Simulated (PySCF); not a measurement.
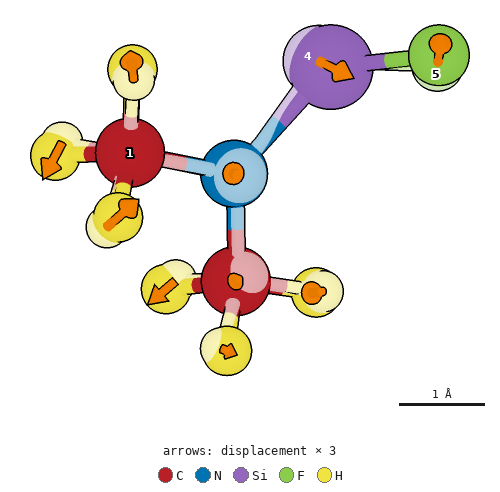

This is a relaxation of C2H6FNSi (multiplicity 3). The starting structure is drawn faded, the final one solid; orange arrows show the displacements, magnified 3 times. The two geometries are superimposed by the best rigid fit.

Style: ball-and-stick. Shown at a tilt.

The start comes from GFN2-xTB.

Theory: PBE0-D3(BJ)/def2-SVP geometry optimisation, gas phase (PySCF 2.14.0, density-fitted response routines). 

What did the optimiser do to the structure, and how much energy did it gain?

Answer. Over 9 geometry steps the energy falls by 11.6 kJ/mol. The largest force component goes from 0.6 to 0.01 eV/Å. The largest move after the best rigid fit is that of the F atom, 0.28 Å. By element the largest moves are F 0.28 Å, H 0.23 Å, Si 0.19 Å, N 0.13 Å, C 0.08 Å. Among the contacts that change: C–H 1.093 → 1.106 Å, F–Si 1.657 → 1.646 Å, N–Si 1.749 → 1.738 Å, C–N 1.441 → 1.447 Å. Bond angles that change, for instance: N–Si–F 105.8° → 116.9°, C–N–Si 118.9° → 122.4°, C–N–Si 119.8° → 122.2°.
